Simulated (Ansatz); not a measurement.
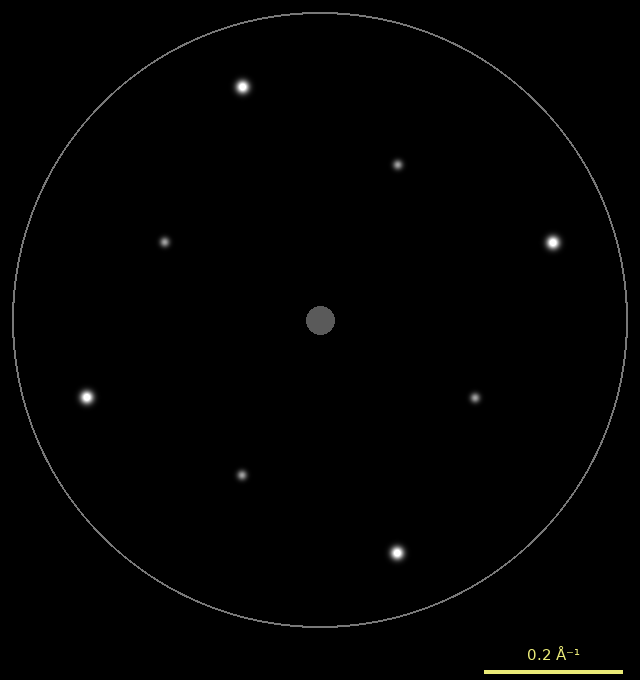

Simulated LEED pattern at 45 eV and normal incidence, from the upper face of a slab model. Spot positions follow from the surface net; brightness is a rough single-scattering estimate from the outer layers, good only for telling present from absent.

Find the real-space surface cell from the pattern.

Answer. The spots form a square reciprocal net with shortest vectors 0.253 and 0.253 Å⁻¹ at 90.0°. The primitive real-space mesh has edges 3.96 and 3.96 Å at 90.0° (or its supplement) and area 15.7 Å².

The slab has composition CaPt (2 atoms a cell, 0.0 Å thick). Structure: the end point of a relaxation with DFT PBE, scalar-relativistic, plane waves, PAW (Ansatz); the starting structure was generated, so it need not be a known form of this composition.

```
Ca Pt
1.0
     3.95636    0.14147    0.00000
    -0.14181    3.95634    0.00000
     0.00000    0.00000   23.80000
Ca Pt
1 1
Direct
  0.00000 0.00000 0.29412
  0.50000 0.50000 0.29412
```
